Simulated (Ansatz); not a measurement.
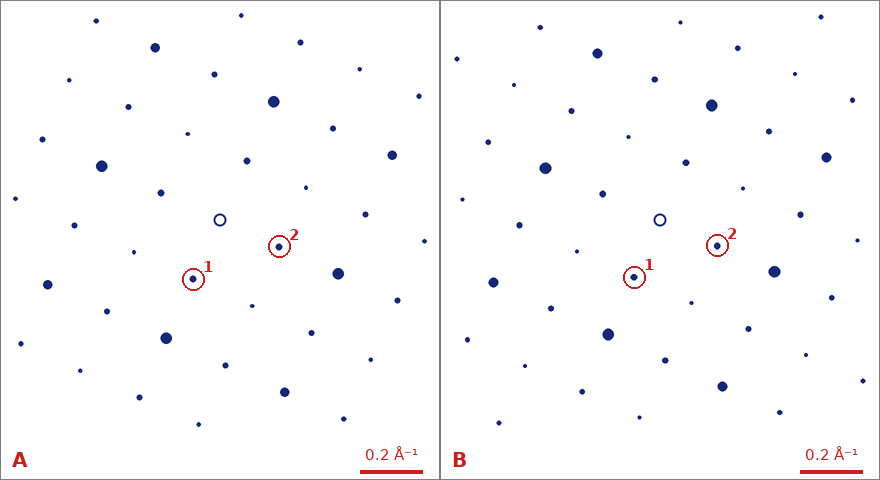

Kinematic electron diffraction patterns (120 kV, B = 0.5 Å², same scale) along [110] of the run's own cell, for the start and the end of one relaxation of Na2OsCl4O2 with Ansatz, DFT, PAW plane waves, r2scan. k mesh 6×6×6. The start is a generated model structure, and the relaxation ends in the nearest stationary point of its symmetry, not necessarily the ground state. Spot 1 is -1 1 0 and spot 2 is 0 0 1 in both.

Start structure:

```yaml
crystal:
  lattice:
    - [-3.34205, 3.34205, 4.18353]
    - [3.34205, -3.34205, 4.18353]
    - [3.34205, 3.34205, -4.18353]
  atoms:
    - { symbol: Os, position: [0.00000, 0.00000, 0.00000] }
    - { symbol: O, position: [0.21200, 0.21200, 0.00000] }
    - { symbol: O, position: [0.78800, 0.78800, 0.00000] }
    - { symbol: Na, position: [0.75000, 0.25000, 0.50000] }
    - { symbol: Na, position: [0.25000, 0.75000, 0.50000] }
    - { symbol: Cl, position: [0.23000, 0.23000, 0.46000] }
    - { symbol: Cl, position: [0.23000, 0.77000, 0.00000] }
    - { symbol: Cl, position: [0.77000, 0.77000, 0.54000] }
    - { symbol: Cl, position: [0.77000, 0.23000, 0.00000] }
```

### Which pattern belongs to the start structure, and which to the relaxed one?

A is the start: its cell gives d(1) = 4.726 Å, d(2) = 4.726 Å and an angle of 90.0°. B is the relaxed structure, with d(1) = 4.889 Å (+3.4 %), d(2) = 4.889 Å (+3.4 %) and 90.0°.

### Summarise the relaxation behind the change.

The volume changed by -2.5 % to 20.25 Å³ an atom; with the mean shift removed, the atoms moved by up to 0.14 Å relative to the cell (Cl most); the space group stayed I4/mmm (No. 139); the free energy fell by 200 meV an atom. Relaxed cell: a = 6.199 Å, b = 6.199 Å, c = 6.199 Å, α = 112.22°, β = 112.22°, γ = 104.11°.
